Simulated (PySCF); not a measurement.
# What a change does: NMR shielding calculation on C3H6N2Si

System: C3H6N2Si.
Method of run 1: GIAO PBE0/6-31G* NMR shielding, non-relativistic, gas phase (PySCF 2.14.0).

The geometry comes from this level: PBE0-D3(BJ)/def2-SVP. Text and figures count atoms from 1; the logs count them from 0 in places.

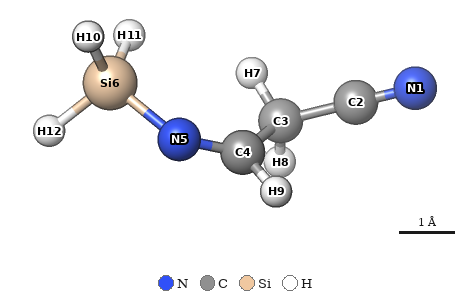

**Figure 1.** The structure as given in the input (ball-and-stick view, seen at a tilt; atoms are numbered from 1 in the order of the input). Bond lengths as drawn: C–C 1.46 to 1.52 Å, C–H 1.10 to 1.11 Å, C–N 1.16 to 1.26 Å, H–Si 1.49 to 1.50 Å and N–Si 1.75 Å.

**Input, run 1**
```
{"job": {"kind": "nmr", "xc": "PBE0", "basis": "6-31G*", "pop": true}, "charge": 0, "multiplicity": 1}
N     -3.143492     1.747698     0.111023
C     -2.362419     0.919203     0.315959
C     -1.369392    -0.123276     0.531377
C     -0.707666    -0.576700    -0.763592
N      0.508196    -0.845293    -0.932698
Si     1.926531    -0.792786     0.087522
H     -0.619015     0.219748     1.260175
H     -1.879211    -0.995860     0.978519
H     -1.414433    -0.693500    -1.609019
H      2.932502     0.057015    -0.607139
H      1.709288    -0.249572     1.471805
H      2.425312    -2.192393     0.199311
```

The first line tells a small driver script what to run in PySCF; the rest is the geometry in Å.

Launched with:
```bash
OMP_NUM_THREADS=1 python <driver script> task.json out
```

Hardware: 1 CPU thread, shared host.

**Output (run 1)**
```
coarse grid: 10728 points
cycle   1  E = -516.4515122863  dE =  5.887e-01  |g| = 5.547e-01  |ddm| = 3.448e+00
cycle   2  E = -516.1730490119  dE =  2.785e-01  |g| = 1.244e+00  |ddm| = 1.659e+00
cycle   3  E = -516.5264852714  dE = -3.534e-01  |g| = 9.529e-02  |ddm| = 1.133e+00
cycle   4  E = -516.5279857515  dE = -1.500e-03  |g| = 5.986e-02  |ddm| = 1.306e-01
cycle   5  E = -516.5286808058  dE = -6.951e-04  |g| = 2.282e-02  |ddm| = 6.061e-02
cycle   6  E = -516.5288049364  dE = -1.241e-04  |g| = 2.858e-03  |ddm| = 2.283e-02
cycle   7  E = -516.5288069345  dE = -1.998e-06  |g| = 9.381e-04  |ddm| = 3.538e-03
final grid: 99768 points
cycle   8  E = -516.4707417181  dE = -1.976e-05  |g| = 5.776e-03  |ddm| = 1.917e-02
cycle   9  E = -516.4707402861  dE =  1.432e-06  |g| = 6.326e-03  |ddm| = 1.287e-02
cycle  10  E = -516.4707506748  dE = -1.039e-05  |g| = 8.083e-04  |ddm| = 6.824e-03
cycle  11  E = -516.4707508160  dE = -1.412e-07  |g| = 2.973e-04  |ddm| = 9.985e-04
cycle  12  E = -516.4707508348  dE = -1.874e-08  |g| = 6.510e-05  |ddm| = 2.489e-04
cycle  13  E = -516.4707508355  dE = -7.150e-10  |g| = 4.186e-05  |ddm| = 7.885e-05
cycle  14  E = -516.4707508358  dE = -3.627e-10  |g| = 1.266e-05  |ddm| = 4.031e-05
converged SCF energy = -516.4707508358

GIAO shielding tensors (ppm)
atom      isotropic    diamagn.    paramagn.     s11        s22        s33       span
  0 N       -6.582     340.861    -347.443   -167.120   -153.773    301.148    468.268
  1 C       89.336     256.839    -167.503    -12.224     -9.004    289.237    301.461
  2 C      168.031     253.889     -85.858    152.634    166.622    184.836     32.203
  3 C       35.285     251.628    -216.343    -51.309     28.046    129.118    180.428
  4 N      -76.917     322.298    -399.215   -414.558    -98.047    281.855    696.413
  5 Si     455.729     882.018    -426.289    432.829    440.105    494.252     61.422
  6 H       28.910      31.621      -2.712     24.256     29.295     33.178      8.922
  7 H       29.428      28.171       1.257     25.508     29.311     33.463      7.955
  8 H       23.370      27.853      -4.483     21.163     22.877     26.071      4.908
  9 H       26.792      29.249      -2.457     24.392     25.250     30.733      6.342
 10 H       26.789      30.439      -3.650     23.287     26.838     30.243      6.956
 11 H       26.870      28.619      -1.748     24.545     25.274     30.793      6.249
```

The input of run 2 differs as follows (lines with − go, lines with + come):
```diff
-"basis": "6-31G*"
+"basis": "6-311+G(2d,p)"
```

How does run 2 compare with run 1?

The total energy of run 2 is 62.2 kcal/mol lower, which measures the change of basis and not a stability. The HOMO goes from −7.34 to −7.59 eV. The LUMO goes from −1.12 to −1.49 eV. The dipole moment goes from 3.13 to 3.26 D. Of all shieldings, the largest change is that of Si6, by −43.4 ppm. Diffuse functions give room to the loosely bound empty orbitals, which lowers the LUMO. The number of SCF iterations is the same. The basis functions go from 100 to 206.

**Output (run 2)**
```
coarse grid: 10728 points
cycle   1  E = -516.4974696671  dE =  5.680e-01  |g| = 5.730e-01  |ddm| = 3.430e+00
cycle   2  E = -516.2066783468  dE =  2.908e-01  |g| = 1.285e+00  |ddm| = 1.656e+00
cycle   3  E = -516.5723170268  dE = -3.656e-01  |g| = 1.043e-01  |ddm| = 9.325e-01
cycle   4  E = -516.5737158116  dE = -1.399e-03  |g| = 6.743e-02  |ddm| = 1.224e-01
cycle   5  E = -516.5745535721  dE = -8.378e-04  |g| = 2.655e-02  |ddm| = 5.934e-02
cycle   6  E = -516.5747083402  dE = -1.548e-04  |g| = 3.096e-03  |ddm| = 2.192e-02
cycle   7  E = -516.5747105490  dE = -2.209e-06  |g| = 1.188e-03  |ddm| = 4.966e-03
final grid: 99768 points
cycle   8  E = -516.5698228716  dE = -3.616e-05  |g| = 5.863e-03  |ddm| = 8.592e-02
cycle   9  E = -516.5698205103  dE =  2.361e-06  |g| = 6.563e-03  |ddm| = 1.234e-02
cycle  10  E = -516.5698310604  dE = -1.055e-05  |g| = 6.745e-04  |ddm| = 6.403e-03
cycle  11  E = -516.5698311359  dE = -7.545e-08  |g| = 3.939e-04  |ddm| = 7.991e-04
cycle  12  E = -516.5698311666  dE = -3.071e-08  |g| = 1.341e-04  |ddm| = 3.582e-04
cycle  13  E = -516.5698311702  dE = -3.612e-09  |g| = 4.827e-05  |ddm| = 1.204e-04
cycle  14  E = -516.5698311706  dE = -4.341e-10  |g| = 1.756e-05  |ddm| = 4.106e-05
converged SCF energy = -516.5698311706

GIAO shielding tensors (ppm)
atom      isotropic    diamagn.    paramagn.     s11        s22        s33       span
  0 N      -34.706     324.080    -358.785   -207.261   -193.739    296.882    504.143
  1 C       68.151     272.849    -204.698    -44.302    -40.742    289.499    333.801
  2 C      159.430     238.533     -79.103    142.156    157.974    178.161     36.005
  3 C       15.348     257.491    -242.143    -79.796      9.496    116.344    196.140
  4 N     -110.039     316.065    -426.104   -458.717   -139.963    268.563    727.280
  5 Si     412.304     877.435    -465.131    383.717    393.759    459.435     75.718
  6 H       28.017      29.181      -1.164     23.523     28.225     32.303      8.780
  7 H       28.679      27.121       1.558     24.559     28.531     32.946      8.388
  8 H       22.673      30.252      -7.579     20.487     22.259     25.272      4.785
  9 H       26.306      27.965      -1.658     24.068     24.770     30.081      6.013
 10 H       26.076      28.607      -2.531     22.612     25.938     29.678      7.065
 11 H       26.357      27.425      -1.068     24.217     24.770     30.083      5.866
```

**The two runs side by side**

| quantity | run 1 | run 2 |
| --- | --- | --- |
| outcome | converged | converged |
| total energy (hartree) | −516.470751 | −516.569831 |
| HOMO (eV) | −7.34 | −7.59 |
| LUMO (eV) | −1.12 | −1.49 |
| dipole moment (D) | 3.13 | 3.26 |
| shielding of N1 (ppm) | −6.6 | −34.7 |
| shielding of C2 (ppm) | 89.3 | 68.2 |
| shielding of C3 (ppm) | 168.0 | 159.4 |
| shielding of C4 (ppm) | 35.3 | 15.3 |
| shielding of N5 (ppm) | −76.9 | −110.0 |
| shielding of Si6 (ppm) | 455.7 | 412.3 |
| shielding of H7 (ppm) | 28.9 | 28.0 |
| SCF iterations | 14 | 14 |
| basis functions | 100 | 206 |
| wall time (shared host) | 10 s | 37 s |
